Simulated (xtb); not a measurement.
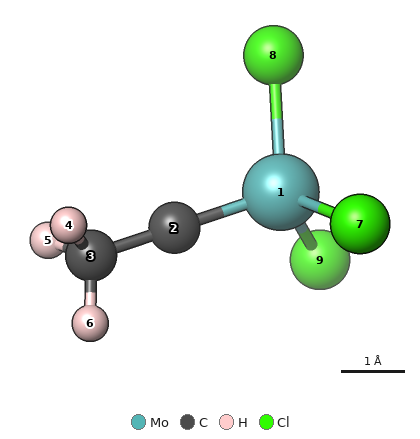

Figure 1. The structure (ball-and-stick view, seen at a tilt; atoms are numbered from 1 in the order of the input). Sticks mark near contacts.

Calculation of the molecule and its ions of C$_{2}$H$_{3}$Cl$_{3}$Mo

- system: C$_{2}$H$_{3}$Cl$_{3}$Mo (Mo(CMe)Cl3), SMILES C[C]#[Mo]([Cl])([Cl])[Cl]
- method: GFN1-xTB (xtb 6.7.1 later snapshot)

The geometry was optimised with GFN2-xTB.

### Output
```
* xtb version 6.7.1
   ID    Z sym.   atoms
    1   42 mo     1
    2    6 c      2, 3
    3    1 h      4-6
    4   17 cl     7-9

           -------------------------------------------------
          |                Calculation Setup                |
           -------------------------------------------------

          program call               : xtb coord -c 0 --acc 1 --vipea
          coordinate file            : coord
          omp threads                :                     1

           -------------------------------------------------
          |                 G F N 1 - x T B                 |
           -------------------------------------------------

      * Hamiltonian:
        H0-scaling (s, p, d)           1.850000    2.250000    2.000000
        zeta-weighting                 0.000000
      * Dispersion:
        s8                             2.400000
        a1                             0.630000
        a2                             5.000000
        s9                             0.000000
      * Repulsion:
        kExp                           1.500000
        rExp                           1.000000
      * Coulomb:
        alpha                          2.000000
        third order                    atomic
        anisotropic                    false
      * Halogen bond correction:
        rad-scale                      1.300000
        damping                        0.440000

          ...................................................
          :                      SETUP                      :
          :.................................................:
          :  # basis functions                  54          :
          :  # atomic orbitals                  50          :
          :  # shells                           22          :
          :  # electrons                        38          :
          :  # halogen bonds                     0          :
          :  max. iterations                   250          :
          :  Hamiltonian                  GFN1-xTB          :
          :  restarted?                      false          :
          :  GBSA solvation                  false          :
          :  PC potential                    false          :
          :  electronic temp.          300.0000000     K    :
          :  accuracy                    1.0000000          :
          :  -> integral cutoff          0.2500000E+02      :
          :  -> integral neglect         0.1000000E-07      :
          :  -> SCF convergence          0.1000000E-05 Eh   :
          :  -> wf. convergence          0.2000000E-04 e    :
          :  Broyden damping             0.4000000          :
          :  net charge                          0          :
          :  unpaired electrons                  0          :
          ...................................................

 iter      E             dE          RMSdq      gap      omega  full diag
   1    -20.8822919 -0.208823E+02  0.815E+00    2.33       0.0  T
   2    -20.8878036 -0.551177E-02  0.532E+00    2.61       1.0  T
   3    -20.8365359  0.512677E-01  0.328E+00    2.13       1.0  T
   4    -20.8958149 -0.592790E-01  0.327E-01    2.41       1.0  T
   5    -20.8961417 -0.326763E-03  0.881E-02    2.44       1.0  T
   6    -20.8961700 -0.282956E-04  0.238E-02    2.44       1.4  T
   7    -20.8961714 -0.139670E-05  0.490E-03    2.44       6.8  T
   8    -20.8961714 -0.444110E-07  0.130E-03    2.44      25.6  T
   9    -20.8961714 -0.307125E-08  0.139E-04    2.44     240.5  T
  10    -20.8961714 -0.767990E-10  0.302E-05    2.44    1105.6  T

   *** convergence criteria satisfied after 10 iterations ***

         #    Occupation            Energy/Eh            Energy/eV
      -------------------------------------------------------------
         1        2.0000           -0.9515741             -25.8937
       ...           ...                  ...                  ...
        13        2.0000           -0.5114942             -13.9185
        14        2.0000           -0.5083639             -13.8333
        15        2.0000           -0.5083511             -13.8329
        16        2.0000           -0.4973615             -13.5339
        17        2.0000           -0.4922397             -13.3945
        18        2.0000           -0.4159724             -11.3192
        19        2.0000           -0.4159615             -11.3189 (HOMO)
        20                         -0.3264342              -8.8827 (LUMO)
        21                         -0.3264124              -8.8821
        22                         -0.2798209              -7.6143
        23                         -0.2595372              -7.0624
        24                         -0.2595228              -7.0620
       ...                                ...                  ...
        50                          0.5379164              14.6375
      -------------------------------------------------------------
                  HL-Gap            0.0895273 Eh            2.4362 eV
             Fermi-level           -0.3711978 Eh          -10.1008 eV

 SCC (total)                   0 d,  0 h,  0 min,  0.012 sec
 SCC setup                      ...        0 min,  0.000 sec (  0.594%)
 Dispersion                     ...        0 min,  0.000 sec (  0.246%)
 classical contributions        ...        0 min,  0.000 sec (  0.059%)
 integral evaluation            ...        0 min,  0.003 sec ( 23.302%)
 iterations                     ...        0 min,  0.004 sec ( 36.359%)
 molecular gradient             ...        0 min,  0.005 sec ( 37.772%)
 printout                       ...        0 min,  0.000 sec (  1.544%)

         :::::::::::::::::::::::::::::::::::::::::::::::::::::
         ::                     SUMMARY                     ::
         :::::::::::::::::::::::::::::::::::::::::::::::::::::
         :: total energy             -20.755212261284 Eh    ::
         :: gradient norm              0.024801088203 Eh/a0 ::
         :: HOMO-LUMO gap              2.436160486404 eV    ::
         ::.................................................::
         :: SCC energy               -20.896171409666 Eh    ::
         :: -> electrostatic           0.055527274001 Eh    ::
         :: repulsion energy           0.146212458545 Eh    ::
         :: dispersion energy         -0.005253310163 Eh    ::
         :: halogen bond corr.         0.000000000000 Eh    ::
         :: add. restraining           0.000000000000 Eh    ::
         :: total charge              -0.000000000000 e     ::
         :::::::::::::::::::::::::::::::::::::::::::::::::::::

           -------------------------------------------------
          |        vertical delta SCC IP calculation        |
           -------------------------------------------------

 iter      E             dE          RMSdq      gap      omega  full diag
   1    -20.3597821 -0.203598E+02  0.189E+00    2.44       0.0  T
   2    -20.3841901 -0.244080E-01  0.144E+00    2.69       1.0  T
   3    -20.3891685 -0.497845E-02  0.810E-01    2.55       1.0  T
   4    -20.3887235  0.445037E-03  0.600E-01    2.62       1.0  T
   5    -20.3894984 -0.774930E-03  0.881E-02    2.56       1.0  T
   6    -20.3895122 -0.137799E-04  0.449E-02    2.56       1.0  T
   7    -20.3895215 -0.927344E-05  0.798E-03    2.56       4.2  T
   8    -20.3895215  0.623265E-08  0.594E-03    2.56       5.6  T
   9    -20.3895216 -0.918570E-07  0.143E-03    2.56      23.3  T
  10    -20.3895216 -0.856331E-08  0.396E-05    2.56     841.2  T
  11    -20.3895216 -0.434497E-11  0.249E-05    2.56    1337.7  T
     SCC iter.                  ...        0 min,  0.004 sec
     gradient                   ...        0 min,  0.005 sec
------------------------------------------------------------------------
empirical IP shift (eV):    4.8455
delta SCC IP (eV):    8.9411
------------------------------------------------------------------------
           -------------------------------------------------
          |        vertical delta SCC EA calculation        |
           -------------------------------------------------

 iter      E             dE          RMSdq      gap      omega  full diag
   1    -21.0635569 -0.210636E+02  0.368E+00    0.00       0.0  T
   2    -21.1282462 -0.646893E-01  0.217E+00    0.00       1.0  T
   3    -21.1297548 -0.150861E-02  0.126E+00    0.00       1.0  T
   4    -21.1287625  0.992326E-03  0.113E+00    0.00       1.0  T
   5    -21.1318655 -0.310304E-02  0.169E-01    0.00       1.0  T
   6    -21.1319377 -0.722256E-04  0.322E-02    0.00       1.0  T
   7    -21.1319401 -0.233499E-05  0.180E-02    0.00       1.8  T
   8    -21.1319407 -0.617854E-06  0.257E-03    0.00      13.0  T
   9    -21.1319407 -0.231987E-07  0.950E-04    0.00      35.1  T
  10    -21.1319407 -0.166614E-08  0.135E-04    0.00     246.1  T
  11    -21.1319407 -0.733102E-10  0.538E-05    0.00     619.5  T
     SCC iter.                  ...        0 min,  0.004 sec
     gradient                   ...        0 min,  0.005 sec
------------------------------------------------------------------------
empirical EA shift (eV):    4.8455
delta SCC EA (eV):    1.5701
------------------------------------------------------------------------
           -------------------------------------------------
          |                Property Printout                |
           -------------------------------------------------

    * Orbital Energies and Occupations

         #    Occupation            Energy/Eh            Energy/eV
      -------------------------------------------------------------
         1        2.0000           -0.7684675             -20.9111
       ...           ...                  ...                  ...
         8        2.0000           -0.3889955             -10.5851
         9        2.0000           -0.3615086              -9.8371
        10        2.0000           -0.3575456              -9.7293
        11        2.0000           -0.3575301              -9.7289
        12        2.0000           -0.3497552              -9.5173
        13        2.0000           -0.3497408              -9.5169
        14        2.0000           -0.3475502              -9.4573
        15        2.0000           -0.3475291              -9.4567
        16        2.0000           -0.3393269              -9.2336
        17        2.0000           -0.3130435              -8.5183
        18        2.0000           -0.2331336              -6.3439
        19        2.0000           -0.2331241              -6.3436
        20        0.5027           -0.1419194              -3.8618 (HOMO)
        21        0.4973           -0.1418986              -3.8613 (LUMO)
        22                         -0.0965645              -2.6277
        23                         -0.0750832              -2.0431
        24                         -0.0750694              -2.0427
        25                          0.0027264               0.0742
        26                          0.0612177               1.6658
        27                          0.0612228               1.6660
        28                          0.0946841               2.5765
        29                          0.1083897               2.9494
        30                          0.1084250               2.9504
        31                          0.1084385               2.9508
       ...                                ...                  ...
        50                          0.7274375              19.7946
      -------------------------------------------------------------
                  HL-Gap            0.0000208 Eh            0.0006 eV
             Fermi-level           -0.1647154 Eh           -4.4821 eV

  Mulliken/CM5 charges         n(s)   n(p)   n(d)
     1      0.51417  0.87984   0.602  0.984  3.900
     2     -0.34968 -0.47573   1.225  3.125  0.000
     3     -0.01071 -0.15696   0.968  3.042  0.000
     4      0.01119  0.06301   0.989  0.000  0.000
     5      0.01120  0.06302   0.989  0.000  0.000
     6      0.01118  0.06300   0.989  0.000  0.000
     7     -0.39588 -0.47880   1.878  5.522 -0.004
     8     -0.39580 -0.47874   1.878  5.522 -0.004
     9     -0.39567 -0.47864   1.878  5.522 -0.004

Wiberg/Mayer (AO) data.
largest (>0.10) Wiberg bond orders for each atom

 ---------------------------------------------------------------------------
     #   Z sym  total        # sym  WBO       # sym  WBO       # sym  WBO
 ---------------------------------------------------------------------------
     1  42      5.630 --     2      2.657     9      0.932     8      0.932
                             7      0.932
     2   6      3.825 --     1      2.657     3      1.039
     3   6      3.996 --     2      1.039     6      0.960     4      0.960
                             5      0.960
     4   1      1.008 --     3      0.960
     5   1      1.008 --     3      0.960
     6   1      1.008 --     3      0.960
     7  17      1.022 --     1      0.932
     8  17      1.023 --     1      0.932
     9  17      1.023 --     1      0.932
 ---------------------------------------------------------------------------

Topologies differ in total number of bonds
Writing topology from bond orders to xtbtopo.mol

 dipole moment from electron density (au)
     X       Y       Z
  -0.0105  -0.0104   2.1462  total (Debye):    5.455

           -------------------------------------------------
          | TOTAL ENERGY              -20.990981547023 Eh   |
          | GRADIENT NORM               0.088833680281 Eh/α |
          | HOMO-LUMO GAP               0.000565776088 eV   |
           -------------------------------------------------

------------------------------------------------------------------------
------------------------------------------------------------------------
 total:
 *  cpu-time:     0 d,  0 h,  0 min,  0.043 sec
 * ratio c/w:     1.000 speedup
 SCF:
 *  cpu-time:     0 d,  0 h,  0 min,  0.036 sec
 * ratio c/w:     1.000 speedup
```

### Standard error
```
normal termination of xtb
```

The run was set up as follows.

### Input file (coord)
```
$coord
      0.010639158082      0.011980863630     -2.965320440240  mo
     -0.001814137080     -0.002815691926      0.495769648796  c
     -0.011772993756     -0.013360363701      3.206147137563  c
      0.984566208191      1.637920118519      3.935033401092  h
     -1.946361216581      0.022015309352      3.918025865970  h
      0.918558074658     -1.708293519400      3.921994290832  h
      4.008865000781      0.030575768696     -4.155904590538  cl
     -1.992243766887      3.469763931948     -4.163217830641  cl
     -1.970417430147     -3.447748622596     -4.192565277356  cl
$end
```

Command:
```bash
xtb coord -c 0 --acc 1 --vipea | tee xtb.out
```

### Summary

| quantity | value |
| --- | --- |
| outcome | converged |
| electrons treated | 38 |
| total energy | −20.755212 hartree |
| dispersion energy | −0.005253 hartree |
| basis functions | 54 |
| hardware | 1 thread of Arm Neoverse V1, 24 GiB of memory available, shared host |
| peak memory | 0.074 GiB |

Settings chosen away from the usual ones: method = gfn2-xtb; task = vipea; x = {"accuracy": 1}; geo = {"prev": "A"}.
